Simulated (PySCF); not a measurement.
**B₂H₈Si₂: density, localisation and related maps**

Input file:

```
{"job": {"kind": "nmr", "xc": "PBE0", "basis": "pcSseg-2"}, "charge": 0, "multiplicity": 1}
Si     1.777931    -0.493722    -0.296825
B     -0.015884     0.298539     0.180507
Si    -1.637128    -0.681445    -0.516563
B     -0.152267     1.635393     1.075439
H      1.894535    -0.540845    -1.790006
H      1.835011    -1.899239     0.220355
H      2.958133     0.250386     0.240813
H     -1.610767    -2.083199     0.012307
H     -1.551141    -0.744345    -2.011446
H     -2.950292    -0.068025    -0.149252
H     -0.230963     1.576554     2.285347
H     -0.183683     2.743544     0.582896
```

Run with:

```sh
OMP_NUM_THREADS=1 python cluster_run.py task.json out
```

Geometry: PBE0-D3(BJ)/def2-SVP.

These are results of PBE0/pcSseg-2, SCF density, gas phase, non-relativistic in PySCF 2.14.0, not measurements.

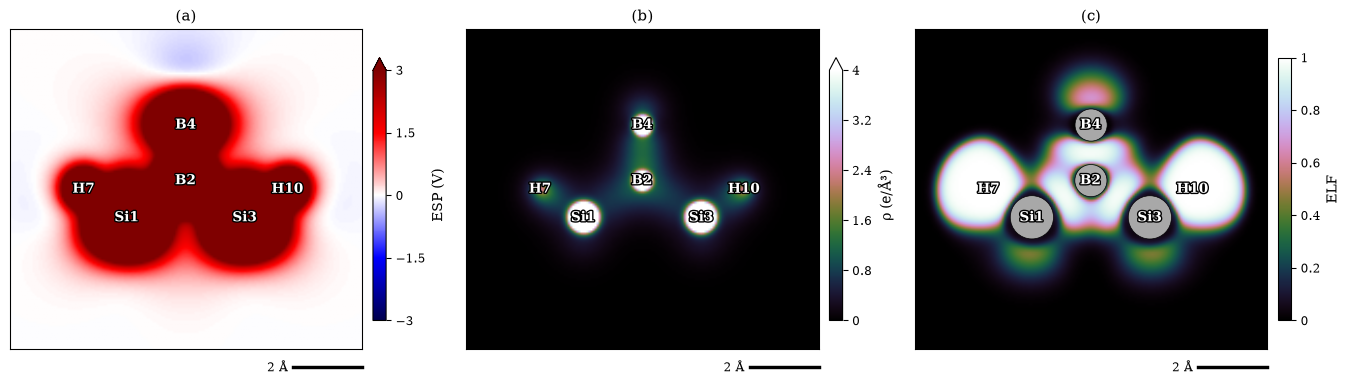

Figure 1. (a) molecular electrostatic potential; (b) electron density; (c) electron localisation function on the plane of atoms Si3, B2 and B4. Grey discs cover the atomic cores in the ELF map.

Question: What do the fields say about this system?

Answer: Atoms in the plane: Si, B and H. B–B (1.61 Å): the density is about 1.2 e/Å³ at the midpoint; the ELF peaks at about 1 between the atoms, as expected for a shared electron pair. Si–B (2.02 Å): the density is about 0.75 e/Å³ at the midpoint; the ELF peaks at about 1 between the atoms (a shared electron pair). Si–H (1.50 Å): ρ is about 0.8 e/Å³ halfway; the ELF climbs to about 1 towards the hydrogen, as it does in any bond to H. Outside the dense part of the molecule the potential is most negative (−0.3 V) near H12, which lies off the plane.

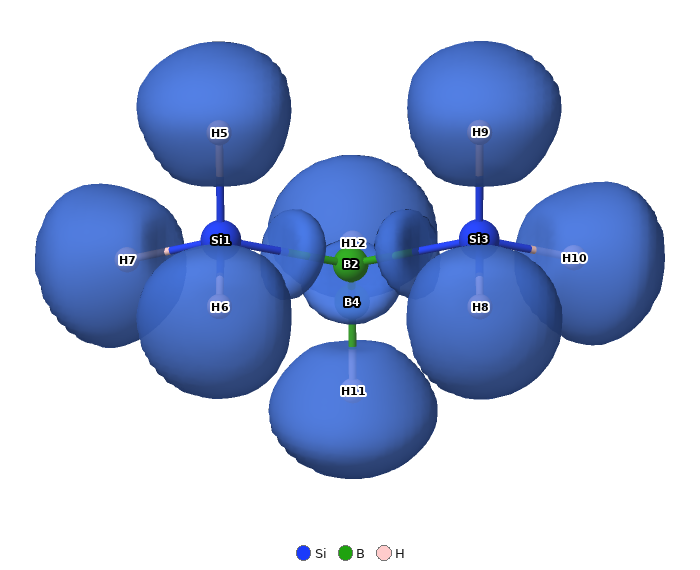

Figure 2. Isosurface of the ELF at 0.9 (blue), seen from one side. Only the valence region is drawn (cores and ρ < 0.01 e/Å³ removed).

Question: Where are the electrons localised?

Answer: At this value the surface marks out one region between bonded B–B atoms (shared pairs), two regions between bonded B–Si atoms (shared pairs) and eight regions around hydrogen nuclei.

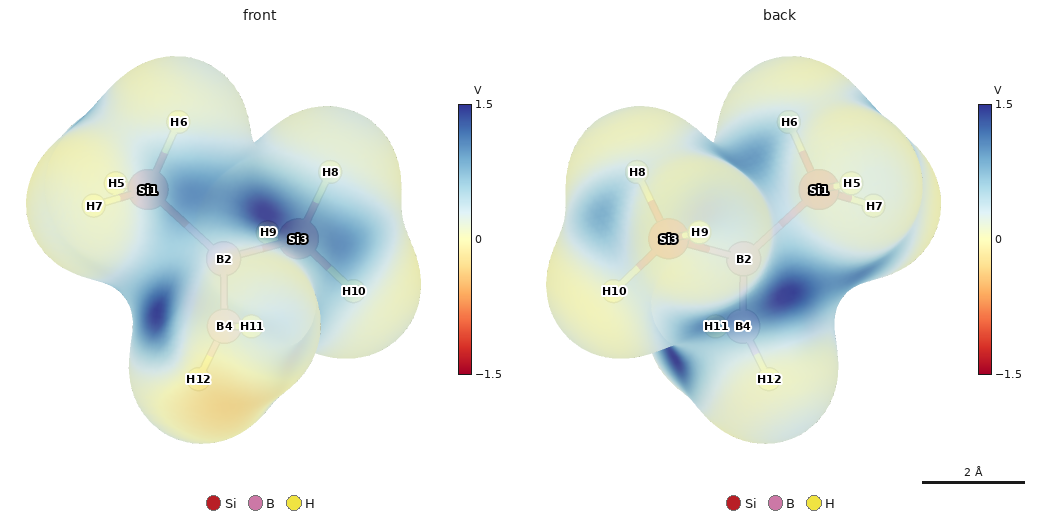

Figure 3. The molecular electrostatic potential painted on the density surface at 0.002 e/bohr³, seen from the front and from behind; the colour scale runs from red (negative) to blue (positive).

Question: Which sites attract a positive test charge, and which a negative one?

Answer: A positive charge is drawn to the negative regions and a negative charge to the positive ones. The most negative region (about −0.3 V) lies over H12, the most positive (about +1.5 V) over B2 and B4.
